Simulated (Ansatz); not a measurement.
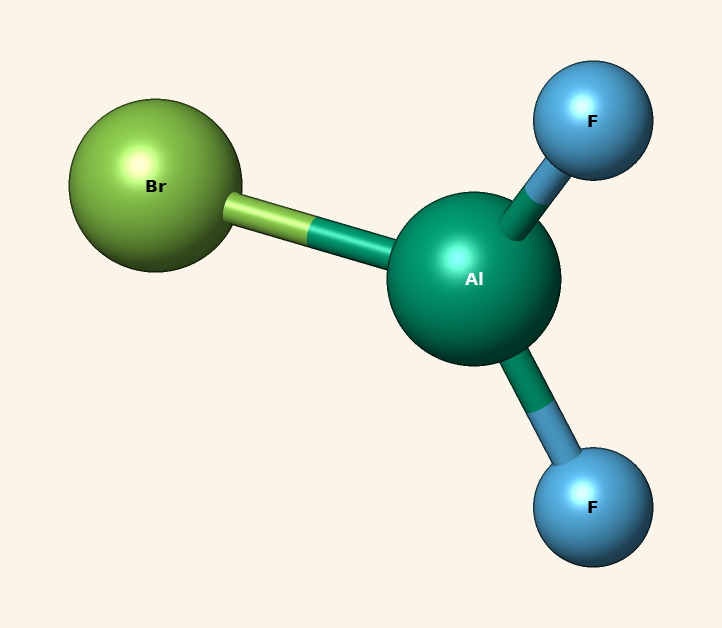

The picture shows a molecular structure as a ball-and-stick model.

The geometry was computed by an optimisation with PBE0-D4/def2-TZVP.

Give the formula.

Answer. AlBrF2, 4 atoms: 1 aluminium, 1 bromine and 2 fluorine.

Give the symmetry (Schoenflies symbol).

Answer. C2v.

How many sets of symmetry-equivalent atoms are there?

Answer. 3: 1 Al, 2 F, 1 Br.

Count the bonded pairs by element.

Answer. 2 Al–F, 1 Al–Br. Sticks follow a distance rule.

The parts below concern this one geometry. Atoms keep their numbers from picture to picture.

Vibrations

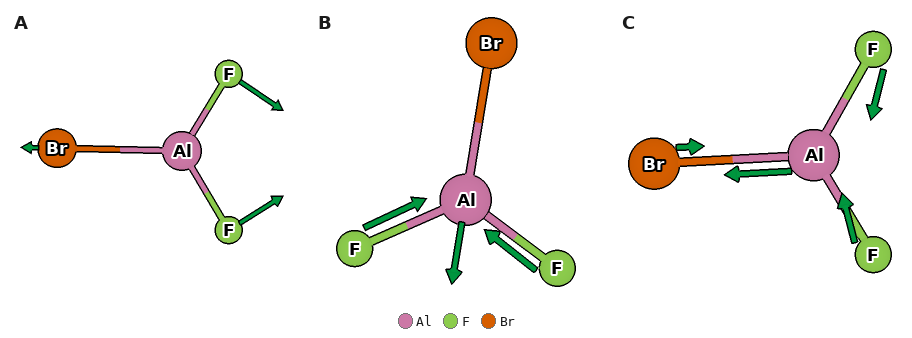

3 normal modes of one molecule or complex, as arrows. Harmonic vibrations computed with RKS PBE0-D4/def2-TZVP (Ansatz 0.2.0) at a stationary point of the same level.

Match the panels to the wavenumbers 213 cm⁻¹, 413 cm⁻¹, 818 cm⁻¹.

Answer. A: 213 cm⁻¹, angle bending
B: 818 cm⁻¹, in-phase stretching of 2 Al–F bonds
C: 413 cm⁻¹

Thermal motion

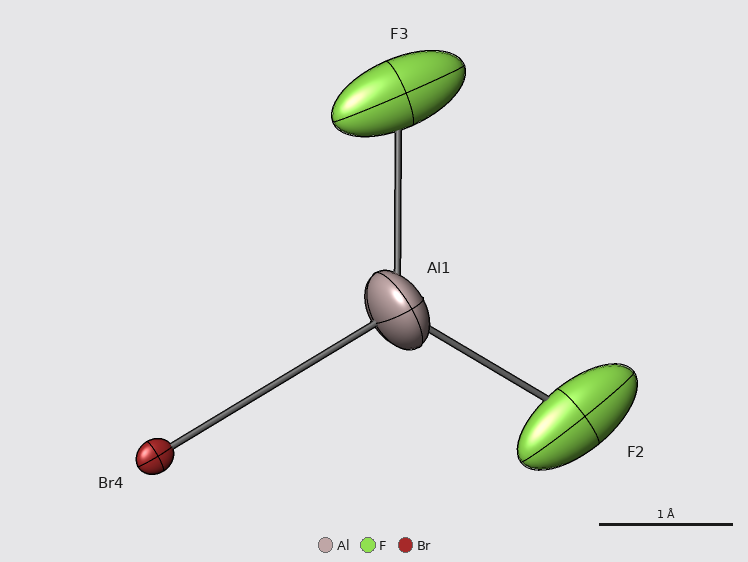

Displacement ellipsoids at the 50 % level, enlarged 3 times, from the internal vibrations of the free molecule (harmonic, no overall translation or rotation; no half-axis is drawn under 0.075 Å). Vibrations computed with RKS PBE0-D4/def2-TZVP (Ansatz 0.2.0). Temperature: 600 K.

Which atom moves most?

Answer. F2, F3, with U_eq = 0.0065 Å².

List U_eq and the three principal root-mean-square amplitudes for each kind of atom.

```json
{"atom": "Al1", "U_eq (Å²)": "0.0043", "rms amplitudes (Å)": "0.043, 0.070, 0.078"}
{"atom": "F2, F3", "U_eq (Å²)": "0.0065", "rms amplitudes (Å)": "0.040, 0.056, 0.121"}
{"atom": "Br4", "U_eq (Å²)": "0.00064", "rms amplitudes (Å)": "0.007, 0.028, 0.033"}
```

Dipole moment

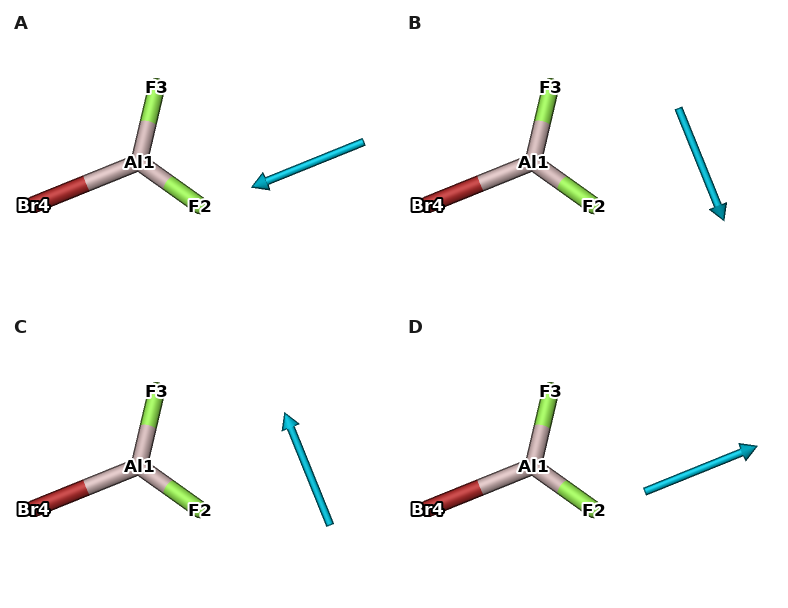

The same molecule four times, each with an arrow. Level of theory: RKS PBE0-D4/def2-TZVP (Ansatz 0.2.0).

Which arrow points along the dipole moment, from the negative to the positive end?

Answer. A. The dipole moment is 0.68 D; it points from the side of F2, F3 to the side of Br4 (the outermost atoms at the two ends).
